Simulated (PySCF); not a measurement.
**Er(P5)I2: forces at shaken geometries**

How stiff is Er(P5)I2? Its atoms are displaced at random by several amounts. The species was built from a template and needn't be a known compound.

Method: r2SCAN, Er lcecp-1-SVP with ECP57, P def2-SVP, I def2-SVP with ECP28; scalar-relativistic core potentials, no spin–orbit coupling; program: PySCF 2.14.0.

6 further runs of the same task are left out: 2 for a known fault of the program, 3 that didn't finish, 1 set aside as unsound or not needed.

### 1 Starting geometry

8 atoms, charge 0, spin multiplicity 1.

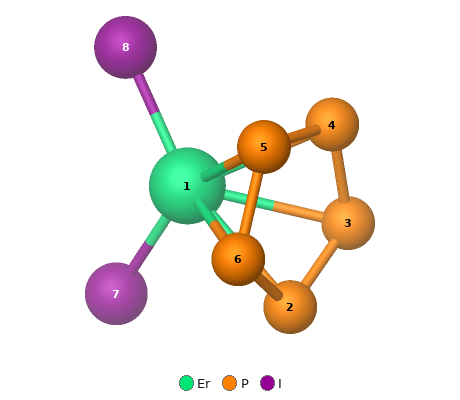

The structure; erbium green, phosphorus orange, iodine purple; atoms are numbered from 1 in the order of the file.

Geometry (Å):

```xyz
8
ErI2P5
Er   -0.0111    0.0000    0.0040
P     1.8301    0.0000    2.4651
P     0.5618    1.7187    2.4693
P    -1.4704    1.0681    2.4777
P    -1.4704   -1.0681    2.4777
P     0.5618   -1.7187    2.4693
I     2.3676    0.0000   -1.5084
I    -2.3694    0.0000   -1.5388
```

Formal oxidation states: Er +3. Each metal's 11 4f electrons lie in its core potential, so multiplicities, spins and levels count the valence alone. An earlier session relaxed this geometry at r2SCAN, Er lcecp-1-SVP with ECP57, P def2-SVP, I def2-SVP with ECP28 (singlet, point group Cs).

Its energy there is -2340.286281 Eh.

### 2 Atoms moved at random, σ = 0.15 Å

run.py (the lines that set the calculation) reads:

```python
mol = gto.M(atom='''
Er     0.20174     0.12453    -0.05292
P      1.81177    -0.17931     2.38639
P      0.31161     1.85142     2.60744
P     -1.63221     0.99874     2.60612
P     -1.06396    -0.99527     2.63444
P      0.45386    -1.84466     2.27777
I      2.36062    -0.14378    -1.44953
I     -2.44344     0.18833    -1.69383''',
    basis={'Er': 'lcecp-1-SVP', 'P': 'def2-SVP', 'I': 'def2-SVP'},
    ecp={'Er': 'lcecp-1-SVP', 'I': 'def2-SVP'},
    charge=0, spin=0)
mf = dft.RKS(mol, xc='R2SCAN')
mf.grids.atom_grid = (50, 194)  # f atoms: unpruned, at least (60, 302)
mf = mf.density_fit()  # fitting sets: Er AutoAux, P def2-universal-JKFIT, I def2-universal-JKFIT
mf.conv_tol = 1e-08; mf.max_cycle = 55
mf.kernel(dm0)  # dm0: the density of the relaxed state
```

The run is started by

```bash
$ OMP_NUM_THREADS=4 python run.py
```

Log:

```text
init E= -2340.16451568086
  HOMO = -0.296615156093945  LUMO = -0.262194500218686  gap/eV = 0.93663
cycle= 1 E= -2340.06430978623  delta_E=  0.1  |g|= 0.451  |ddm|= 1.81
  HOMO = -0.138061417513621  LUMO = -0.126972799195572  gap/eV = 0.30174
cycle= 2 E= -2339.52660125937  delta_E= 0.538  |g|= 1.12  |ddm|= 3.38
  HOMO = -0.205374452466329  LUMO = -0.160405180083255  gap/eV = 1.22368
cycle= 3 E= -2340.02602831194  delta_E= -0.499  |g|= 0.535  |ddm|= 2.99
  HOMO = -0.208791154203427  LUMO = -0.178828750036411  gap/eV = 0.81532
cycle= 4 E= -2340.14300435531  delta_E= -0.117  |g|= 0.0979  |ddm|= 0.844
  HOMO = -0.205558257108409  LUMO = -0.183162496935062  gap/eV = 0.60942
cycle= 5 E= -2340.13928460432  delta_E= 0.00372  |g|= 0.138  |ddm|= 0.376
  HOMO = -0.206476549506043  LUMO = -0.185091193369336  gap/eV = 0.58193
cycle= 6 E= -2340.14576174636  delta_E= -0.00648  |g|= 0.0581  |ddm|= 0.265
  HOMO = -0.206956162438714  LUMO = -0.185555466418545  gap/eV = 0.58234
cycle= 7 E= -2340.1468922295  delta_E= -0.00113  |g|= 0.0281  |ddm|= 0.138
  HOMO = -0.206682146549394  LUMO = -0.185288403656499  gap/eV = 0.58215
cycle= 8 E= -2340.1471711812  delta_E= -0.000279  |g|= 0.011  |ddm|= 0.0602
  HOMO = -0.206693708148754  LUMO = -0.185097332545065  gap/eV = 0.58767
cycle= 9 E= -2340.14721894582  delta_E= -4.78e-05  |g|= 0.00155  |ddm|= 0.0203
  HOMO = -0.206697790193659  LUMO = -0.185132552133628  gap/eV = 0.58682
cycle= 10 E= -2340.14721990369  delta_E= -9.58e-07  |g|= 0.000479  |ddm|= 0.00386
  HOMO = -0.206674814402634  LUMO = -0.185110925849507  gap/eV = 0.58678
cycle= 11 E= -2340.14722000079  delta_E= -9.71e-08  |g|= 0.00016  |ddm|= 0.00119
  HOMO = -0.206681333174155  LUMO = -0.18511839832923  gap/eV = 0.58676
cycle= 12 E= -2340.14722000935  delta_E= -8.56e-09  |g|= 7.02e-05  |ddm|= 0.000384
  HOMO = -0.20668157161976  LUMO = -0.185117214067796  gap/eV = 0.58680
Extra cycle  E= -2340.14721999918  delta_E= 1.02e-08  |g|= 0.000172  |ddm|= 0.000414
converged SCF energy = -2340.14721999918
```

Wall time 15 s (4 threads of Intel Xeon Platinum 8488C (Sapphire Rapids), shared host).

It gives: E = -2340.147220 Eh (+3.784 eV from the relaxed state), HOMO -5.62 eV, LUMO -5.04 eV, Mulliken charge on Er1 +0.72 e, largest force component 12.498 eV/Å. The gap is small, and the closed shell wasn't tested for a lower spin-broken solution.

| atom | Fx | Fy | Fz (eV/Å) |
| --- | --- | --- | --- |
| Er1 | -3.564 | 0.461 | 1.192 |
| P2 | 0.501 | 2.360 | -0.014 |
| P3 | 1.692 | -1.626 | -0.594 |
| P4 | 0.847 | 0.656 | 0.074 |
| P5 | -12.498 | 2.125 | 1.880 |
| P6 | 9.522 | -3.660 | -1.694 |
| I7 | 2.268 | -0.309 | -1.637 |
| I8 | 1.232 | -0.007 | 0.793 |

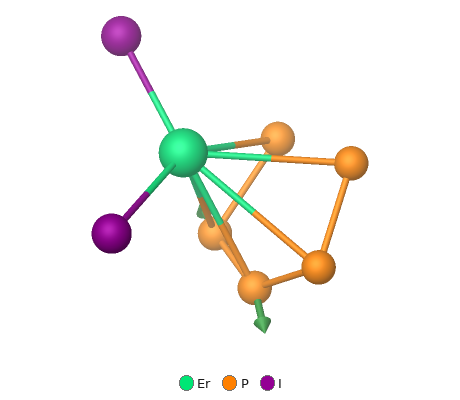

Forces as arrows, the longest for the largest force.

### 3 Atoms moved at random, σ = 0.1 Å

run.py (the lines that set the calculation) reads:

```python
mol = gto.M(atom='''
Er     0.03624    -0.05230     0.01201
P      1.65321    -0.11422     2.56404
P      0.55365     1.79902     2.57233
P     -1.32596     1.24362     2.29146
P     -1.35069    -1.08857     2.43463
P      0.53565    -1.71365     2.43670
I      2.52231     0.03849    -1.31670
I     -2.62441    -0.11239    -1.67859''',
    basis={'Er': 'lcecp-1-SVP', 'P': 'def2-SVP', 'I': 'def2-SVP'},
    ecp={'Er': 'lcecp-1-SVP', 'I': 'def2-SVP'},
    charge=0, spin=0)
mf = dft.RKS(mol, xc='R2SCAN')
mf.grids.atom_grid = (50, 194)  # f atoms: unpruned, at least (60, 302)
mf = mf.density_fit()  # fitting sets: Er AutoAux, P def2-universal-JKFIT, I def2-universal-JKFIT
mf.conv_tol = 1e-08; mf.max_cycle = 55
mf.kernel(dm0)  # dm0: the density of the relaxed state
```

The run is started by

```bash
$ OMP_NUM_THREADS=4 python run.py
```

Log:

```text
init E= -2340.24822949627
  HOMO = -0.273010180121743  LUMO = -0.215001719947904  gap/eV = 1.57849
cycle= 1 E= -2340.20093885159  delta_E= 0.0473  |g|= 0.276  |ddm|= 1.09
  HOMO = -0.189348449465307  LUMO = -0.165366864184704  gap/eV = 0.65257
cycle= 2 E= -2340.00803196009  delta_E= 0.193  |g|= 0.734  |ddm|= 1.73
  HOMO = -0.222805095258129  LUMO = -0.176409548496864  gap/eV = 1.26249
cycle= 3 E= -2340.22162296447  delta_E= -0.214  |g|= 0.164  |ddm|=  1.4
  HOMO = -0.229765719538554  LUMO = -0.178031574046321  gap/eV = 1.40776
cycle= 4 E= -2340.23201471774  delta_E= -0.0104  |g|= 0.0409  |ddm|= 0.339
  HOMO = -0.230177822661763  LUMO = -0.179199334792322  gap/eV = 1.38720
cycle= 5 E= -2340.23251190142  delta_E= -0.000497  |g|= 0.0192  |ddm|= 0.091
  HOMO = -0.230139195589763  LUMO = -0.179674238689913  gap/eV = 1.37322
cycle= 6 E= -2340.23262731167  delta_E= -0.000115  |g|= 0.00894  |ddm|= 0.0423
  HOMO = -0.230356429996038  LUMO = -0.179280395113069  gap/eV = 1.38985
cycle= 7 E= -2340.23265711777  delta_E= -2.98e-05  |g|= 0.00328  |ddm|= 0.0195
  HOMO = -0.230276517055428  LUMO = -0.179298033011284  gap/eV = 1.38720
cycle= 8 E= -2340.23266104229  delta_E= -3.92e-06  |g|= 0.00116  |ddm|= 0.00704
  HOMO = -0.230255728479435  LUMO = -0.179324026096676  gap/eV = 1.38592
cycle= 9 E= -2340.23266152408  delta_E= -4.82e-07  |g|= 0.000376  |ddm|= 0.00246
  HOMO = -0.230265035608451  LUMO = -0.179297024960107  gap/eV = 1.38691
cycle= 10 E= -2340.23266157993  delta_E= -5.58e-08  |g|= 0.000123  |ddm|= 0.000941
  HOMO = -0.230262973001359  LUMO = -0.179301321544383  gap/eV = 1.38674
cycle= 11 E= -2340.23266158653  delta_E= -6.6e-09  |g|= 3.15e-05  |ddm|= 0.000263
  HOMO = -0.230263714370454  LUMO = -0.179304229638343  gap/eV = 1.38668
Extra cycle  E= -2340.23266158545  delta_E= 1.07e-09  |g|= 6.05e-05  |ddm|= 0.000157
converged SCF energy = -2340.23266158545
```

Wall time 14 s (4 threads of Intel Xeon Platinum 8488C (Sapphire Rapids), shared host).

It gives: E = -2340.232662 Eh (+1.459 eV from the relaxed state), HOMO -6.27 eV, LUMO -4.88 eV, Mulliken charge on Er1 +0.79 e, largest force component 3.864 eV/Å. 

| atom | Fx | Fy | Fz (eV/Å) |
| --- | --- | --- | --- |
| Er1 | -1.170 | 0.069 | -0.916 |
| P2 | 3.864 | 3.264 | 0.333 |
| P3 | 2.424 | -0.371 | -0.032 |
| P4 | -2.925 | -1.737 | 0.151 |
| P5 | -3.569 | 1.521 | -0.551 |
| P6 | 0.115 | -2.766 | 0.177 |
| I7 | -0.121 | -0.013 | -0.019 |
| I8 | 1.382 | 0.034 | 0.857 |

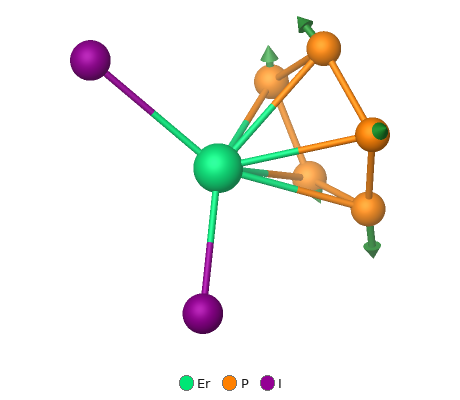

Forces as arrows, the longest for the largest force.

### 4 Atoms moved at random, σ = 0.06 Å

run.py (the lines that set the calculation) reads:

```python
mol = gto.M(atom='''
Er    -0.05766     0.00536     0.03268
P      1.86158    -0.02934     2.41924
P      0.52647     1.70977     2.38366
P     -1.47327     1.10952     2.54922
P     -1.48369    -1.03954     2.49989
P      0.62204    -1.73283     2.42948
I      2.45150     0.03104    -1.47546
I     -2.44697    -0.05399    -1.52283''',
    basis={'Er': 'lcecp-1-SVP', 'P': 'def2-SVP', 'I': 'def2-SVP'},
    ecp={'Er': 'lcecp-1-SVP', 'I': 'def2-SVP'},
    charge=0, spin=0)
mf = dft.RKS(mol, xc='R2SCAN')
mf.grids.atom_grid = (50, 194)  # f atoms: unpruned, at least (60, 302)
mf = mf.density_fit()  # fitting sets: Er AutoAux, P def2-universal-JKFIT, I def2-universal-JKFIT
mf.conv_tol = 1e-08; mf.max_cycle = 55
mf.kernel(dm0)  # dm0: the density of the relaxed state
```

The run is started by

```bash
$ OMP_NUM_THREADS=4 python run.py
```

Log:

```text
init E= -2340.24399620868
  HOMO = -0.258105010033802  LUMO = -0.189097531938304  gap/eV = 1.87779
cycle= 1 E= -2340.27816279855  delta_E= -0.0342  |g|= 0.077  |ddm|=  0.4
  HOMO = -0.234679282416771  LUMO = -0.171748499809594  gap/eV = 1.71243
cycle= 2 E= -2340.26978210126  delta_E= 0.00838  |g|= 0.166  |ddm|= 0.407
  HOMO = -0.24013147516005  LUMO = -0.175489360148292  gap/eV = 1.75900
cycle= 3 E= -2340.28016534636  delta_E= -0.0104  |g|= 0.0336  |ddm|= 0.289
  HOMO = -0.241244910125622  LUMO = -0.174366461162189  gap/eV = 1.81986
cycle= 4 E= -2340.28056653634  delta_E= -0.000401  |g|= 0.0135  |ddm|= 0.0736
  HOMO = -0.241694806980861  LUMO = -0.174770816543295  gap/eV = 1.82109
cycle= 5 E= -2340.28063577774  delta_E= -6.92e-05  |g|= 0.00372  |ddm|= 0.0263
  HOMO = -0.241625160857303  LUMO = -0.174914816584443  gap/eV = 1.81528
cycle= 6 E= -2340.28063960897  delta_E= -3.83e-06  |g|= 0.00199  |ddm|= 0.00871
  HOMO = -0.241660563649379  LUMO = -0.174867871041248  gap/eV = 1.81752
cycle= 7 E= -2340.28064113741  delta_E= -1.53e-06  |g|= 0.000617  |ddm|= 0.00396
  HOMO = -0.241670649625587  LUMO = -0.174865658767185  gap/eV = 1.81786
cycle= 8 E= -2340.28064125302  delta_E= -1.16e-07  |g|= 0.000315  |ddm|= 0.00141
  HOMO = -0.2416736524294  LUMO = -0.174877312921445  gap/eV = 1.81762
cycle= 9 E= -2340.28064129129  delta_E= -3.83e-08  |g|= 8.29e-05  |ddm|= 0.000594
  HOMO = -0.241670723650638  LUMO = -0.174876547997134  gap/eV = 1.81756
cycle= 10 E= -2340.28064129408  delta_E= -2.79e-09  |g|= 2.48e-05  |ddm|= 0.000189
  HOMO = -0.241671330214144  LUMO = -0.174875740927347  gap/eV = 1.81760
Extra cycle  E= -2340.28064129332  delta_E= 7.57e-10  |g|= 4.93e-05  |ddm|= 0.000128
converged SCF energy = -2340.28064129332
```

Wall time 14 s (4 threads of Intel Xeon Platinum 8488C (Sapphire Rapids), shared host).

It gives: E = -2340.280641 Eh (+0.153 eV from the relaxed state), HOMO -6.58 eV, LUMO -4.76 eV, Mulliken charge on Er1 +0.80 e, largest force component 0.999 eV/Å. 

| atom | Fx | Fy | Fz (eV/Å) |
| --- | --- | --- | --- |
| Er1 | 0.339 | -0.023 | -0.678 |
| P2 | -0.275 | 0.567 | -0.131 |
| P3 | 0.943 | 0.146 | 0.251 |
| P4 | -0.178 | -0.666 | -0.192 |
| P5 | 0.564 | -0.228 | 0.069 |
| P6 | -0.999 | 0.198 | 0.140 |
| I7 | -0.637 | 0.001 | 0.377 |
| I8 | 0.243 | 0.006 | 0.164 |

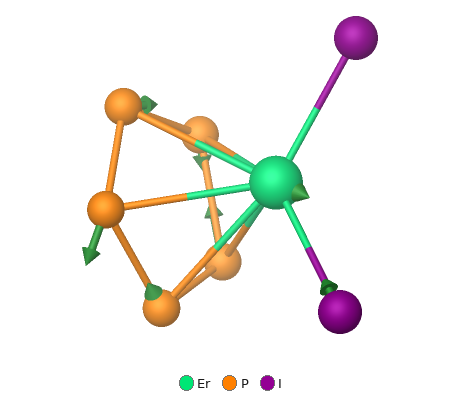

Forces as arrows, the longest for the largest force.

### 5 The displacements side by side

| σ (Å) | energy rise (eV) | harmonic estimate −½ F·u (eV) | largest force component (eV/Å) |
| --- | --- | --- | --- |
| 0.15 | 3.784 | 3.625 | 12.50 |
| 0.1 | 1.459 | 1.427 | 3.86 |
| 0.06 | 0.153 | 0.145 | 1.00 |

Every displacement raises the energy. For a harmonic well the rise equals −½ F·u; the two differ by at most 6 % here (a move with σ = 0.06 Å), from anharmonicity, the grid and the small forces left at the relaxed point. The largest moves cost over 1 eV, far outside the harmonic range, so agreement there can come from errors that cancel between squeezed and stretched bonds. The bases are small and lack diffuse functions. Spin–orbit coupling is left out. The core potential fixes the 4f count, so no charge can pass from the ligands into that shell.
